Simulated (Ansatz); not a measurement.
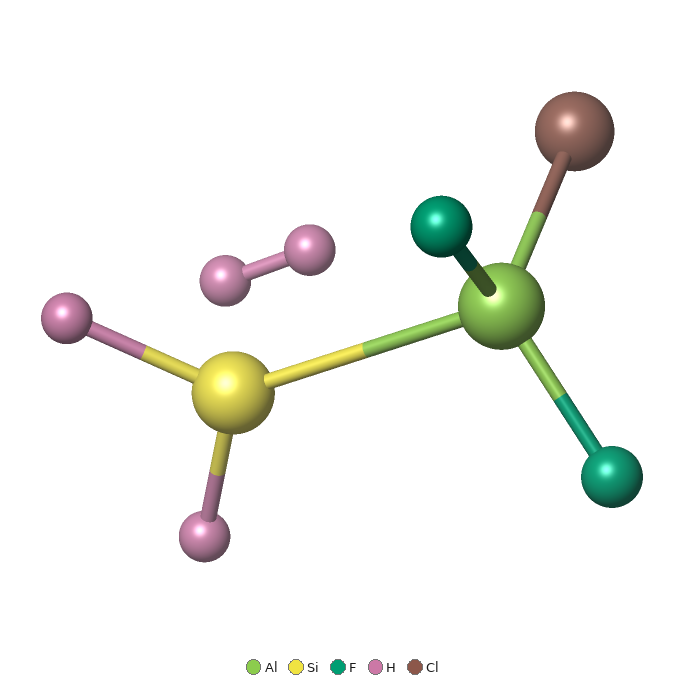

Simulated data, not a measurement (program: Ansatz).

Rendered structure (ball-and-stick style). Every bond is drawn as one stick, whatever its order.

Identify the structure.

Formula AlClF2H4Si. Judged by distances it falls into 2 fragments: AlClF2H2Si, H2. Coordination: 1 Al tetrahedral; 1 Si trigonal planar.
